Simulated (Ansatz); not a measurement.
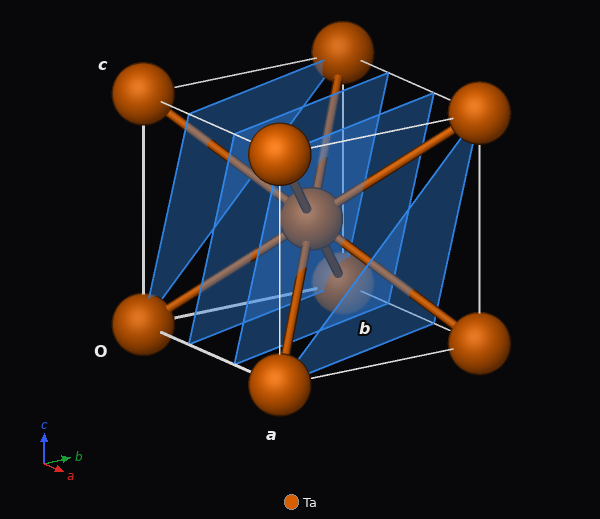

For Ta, the end point of a relaxation with Ansatz, DFT PBE+D3(BJ), scalar-relativistic, plane waves, PAW: every member of one family of equally spaced planes, hx + ky + lz = a whole number, that cuts the unit cell is shaded (one member passes through the origin O). Symmetry computed with spglib at a tolerance of 0.002 Å; standard conventional cell.

a = 3.285 Å, b = 3.285 Å, c = 3.285 Å, α = 90.00°, β = 90.00°, γ = 90.00°.

Q: What are the Miller indices?

A: (3 1 −1); the opposite sign names the same planes. The member next to the origin meets the axes a at 1/3, b at 1, c at −1.

Q: What is the spacing?

A: d = 0.990 Å.

Q: Which atoms of the cell lie in these planes (within 0.03 Å)?

A: 1 of the 2 Ta.

Q: The space group is Im-3m, No. 229. How many reflections hkl are equivalent to this one (itself included), and does it occur?

A: 24 reflections are equivalent in the Laue class m-3m. The reflection is systematically absent, by the centring.
